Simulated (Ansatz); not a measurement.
# Fields on a plane of P (space group Cmce)

```xyz
4
Lattice="1.6549 -5.6462 0.0000 1.6549 5.6462 0.0000 0.0000 0.0000 4.5635" Properties=species:S:1:pos:R:3 pbc="T T T"
P      1.6549     1.0611     4.1687
P      1.6549    -1.0611     0.3947
P      1.6549     4.5850     1.8870
P      1.6549    -4.5850     2.6765
```

The slice is a (011) plane (indices of the conventional cell) through the point (0.094, 0.906, 0.413) (fractional), spanned by u = [110] and v = [1 -1 1] in vectors of this cell: u (3.31 Å) and v (12.18 Å, at 90° to u). It covers one period; positions are fractions (u, v).

Atoms on it: P at (0.00, 0.00). Other atoms lie within 1 Å of the plane.

Method: PBE (plane waves to 420 eV, PAW, scalar-relativistic; Ansatz, an electronic-structure program). k mesh 10×10×7. Near the nuclei the fields are pseudised (PAW); where an atom keeps semicore shells as valence, they peak there. P was relaxed with its symmetry unable to fall. The relaxed volume of P is well above the measured one; the method has no dispersion term.

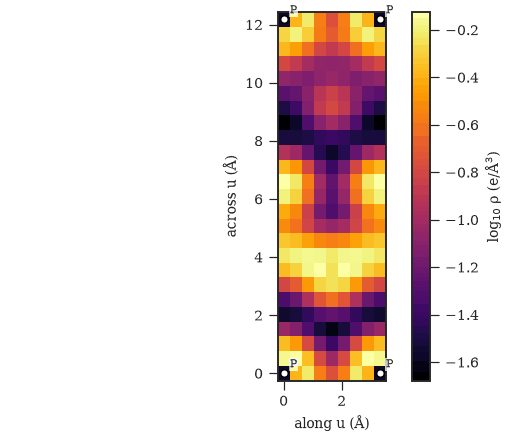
Log₁₀ of the valence density in e/Å³, one period of the plane, atoms marked. The scale is logarithmic, as a density can span decades between atoms and voids.

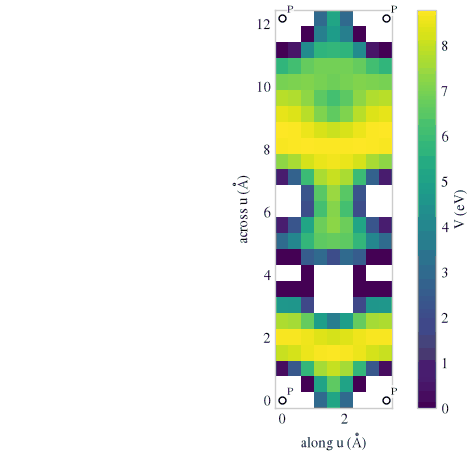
Figure: Electrostatic potential energy of an electron, from the cell's mean, in eV, one period of the plane, atoms marked. Points within 0.9 Å of a nucleus are left white, as the pseudised field means little there. Values under 0 eV are set to 0. The zero, the cell's mean, hangs on the PAW cores.
